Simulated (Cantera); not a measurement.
Charge: 1 mol Cu, 0.22 mol CO, 27 mol H2, equilibrated at 100 Torr.

Method: chemical equilibrium by Gibbs-energy minimisation in Cantera with the NASA 1993 tables (ideal gas, pure condensed phases). Candidate condensed phases: C, C6H6, C7H8, C8H18, Cu, CuO, Cu(OH)2, Cu2O, H2O; 113 gas species. Equilibrium is a limit: real reactors are often held back by kinetics, nucleation or transport.

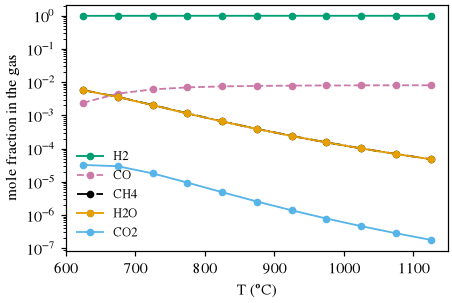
Equilibrium gas composition (values under 1e-9 drawn at 1e-9)

### Question
Read off the mole fractions at 975 °C.

### Answer
H2 about 0.99, CO about 0.0079, CH4 about 0.00015, H2O about 0.00015, CO2 about 7.9e-7.
